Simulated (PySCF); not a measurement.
C5H12O (sec-butyl methyl ether)

The calculation's input:

```
{"job": {"kind": "uv", "xc": "PBE0", "basis": "def2-SVPD", "nstates": 6, "ntriplets": 2}, "charge": 0, "multiplicity": 1}
C     -2.012343    -0.986141     0.119949
C     -1.385448     0.284208    -0.440781
C      0.119352     0.351316    -0.162178
C      0.679218     1.733239    -0.511734
O      0.723489    -0.676439    -0.931612
C      1.998883    -1.068810    -0.504479
H     -3.064592    -1.041378    -0.147700
H     -1.929706    -1.006930     1.204719
H     -1.503406    -1.857197    -0.283433
H     -1.525440     0.312720    -1.522056
H     -1.865967     1.162179    -0.005915
H      0.300108     0.150939     0.908269
H      0.493321     1.948938    -1.560931
H      1.750942     1.776473    -0.333246
H      0.199246     2.492768     0.099375
H      2.277886    -1.921674    -1.121203
H      2.745262    -0.276069    -0.634567
H      1.990435    -1.371824     0.551108
```

Command:

```sh
OMP_NUM_THREADS=1 python probes_run.py task.json out
```

Geometry: GFN2-xTB.

These are results of PBE0/def2-SVPD, SCF density, gas phase in PySCF, not measurements.

> What will maps of the electron density and electron localisation function show?

C–C (1.52 Å): ρ is about 1.6 e/Å³ halfway; the ELF peaks at about 0.95 between the atoms (a covalent bond).
C–H (1.09 Å): the density is about 1.9 e/Å³ at the midpoint; the ELF climbs to about 1 towards the hydrogen, as it does in any bond to H (a covalent bond by its length).

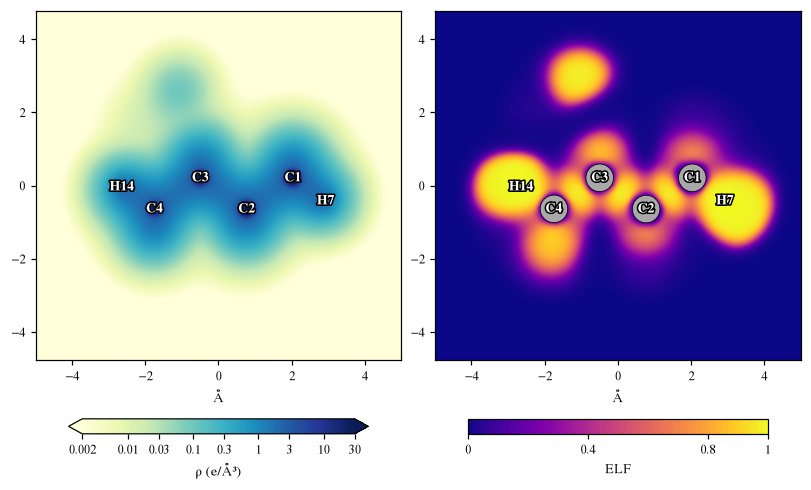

Computed electron density and electron localisation function on the plane of atoms C2, C1 and H7, in this order. Grey discs cover the atomic cores in the ELF map. 
